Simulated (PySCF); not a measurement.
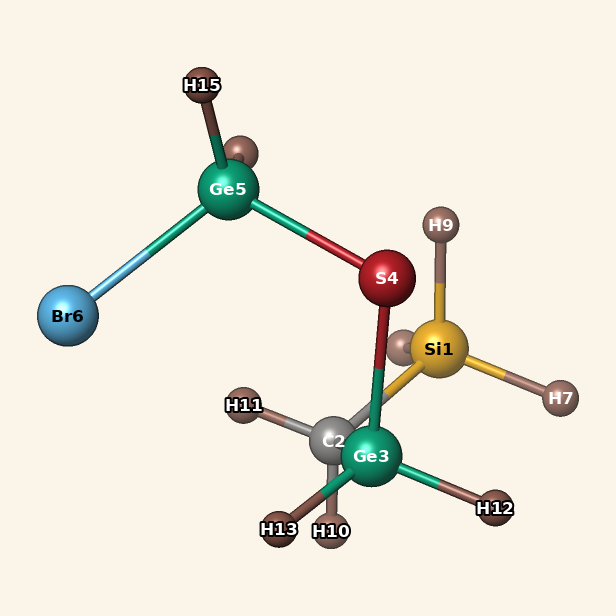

C2 lies behind Ge3. The molecule seen a little off the Ge3–C2 bond, Ge3 in front. Depth is shown by fading: the farther an atom, the more it takes the colour of the background. The computed structure is the end point of a PBE0-D3(BJ)/def2-SVP optimisation. No frequency run is at hand to confirm it as a minimum.

### What is the torsion angle S4–Ge3–C2–Si1? The sign is positive where the front bond must turn clockwise to cover the back bond.

56°, synclinal (gauche). The bonds about Ge3–C2 are staggered.
